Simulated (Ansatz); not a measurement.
WS2 (space group P6_3/mmc, No. 194): the end point of a relaxation with DFT, PBE-D3(BJ), plane waves, PAW in Ansatz; the starting structure was generated, so it need not be a known form of this composition.

```cif
data_structure
_symmetry_space_group_name_H-M 'P 1'
_symmetry_Int_Tables_number 1
_cell_length_a 3.1541
_cell_length_b 3.1541
_cell_length_c 12.1432
_cell_angle_alpha 90.000
_cell_angle_beta 90.000
_cell_angle_gamma 120.000
_cell_volume 104.62
loop_
_atom_site_label
_atom_site_type_symbol
_atom_site_fract_x
_atom_site_fract_y
_atom_site_fract_z
_atom_site_occupancy
W1 W 0.33333 0.66667 0.25000 1
W2 W 0.66667 0.33333 0.75000 1
S1 S 0.66667 0.33333 0.37967 1
S2 S 0.66667 0.33333 0.12033 1
S3 S 0.33333 0.66667 0.87967 1
S4 S 0.33333 0.66667 0.62033 1
```

Bonds are taken as S–W below 2.7 Å; no other contact counts. Simplification: prune 0- and 1-connected atoms, fold 2-connected ones into links.

What net does this leave?

The result is a binodal (3,6)-connected, two-periodic (layers) net: S is a 3-connected node; W is a 6-connected node, in the ratio 2:1. It is the net of the trigonal-prismatic layers of 2H-MoS2. The layers lie parallel to (001).

```csv
node,links,point symbol,coordination sequence
S,3,4^3,3 13 9 24 15
W,6,4^3.6^12,6 6 18 12 30
```

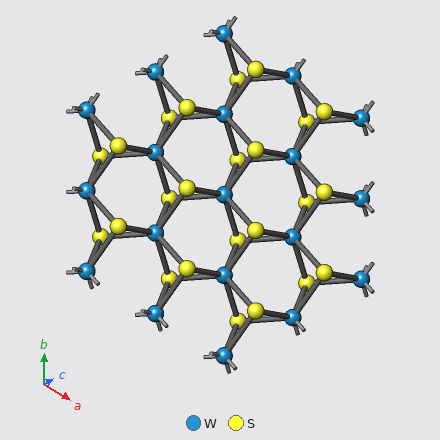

Nodes are coloured by element. One layer is drawn. Short stubs are edges that leave the cut-out.
